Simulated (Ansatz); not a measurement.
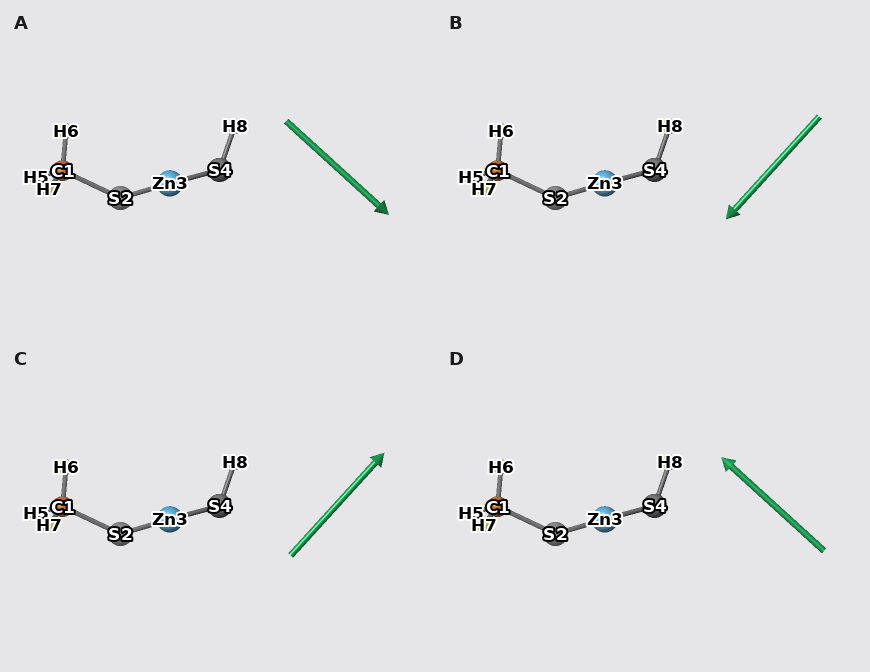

The same molecule four times, each with an arrow. The computed structure is the end point of a PBE0-D4/def2-TZVP optimisation. Properties computed with RKS PBE-D4/def2-TZVPP (Ansatz 0.2.0).

### Which arrow points along the dipole moment, from the negative to the positive end?

D. The dipole moment is 1.63 D; it points from the side of S4 to the side of H6 (the outermost atoms at the two ends).
